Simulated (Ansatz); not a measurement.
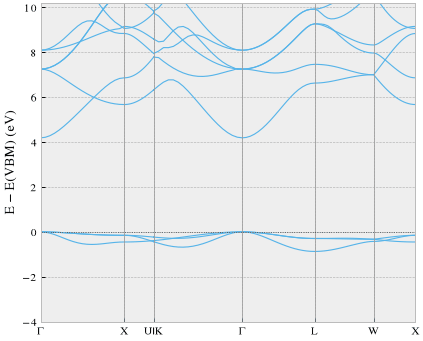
Figure: Band structure from the program Ansatz at the PBE level (PAW)

Read off the gap and where the band edges lie.

About 4.2 eV (4.19 eV by a search for the band edges); maximum at Γ, minimum at Γ.

The material is RbBr (rock salt, Fm-3m).

Symmetry was held in the PBE relaxation; phonons on a q-mesh show no instability. Spin–orbit coupling is left out wherever it is not named.

Potentials: the later of the program's two PAW sets.
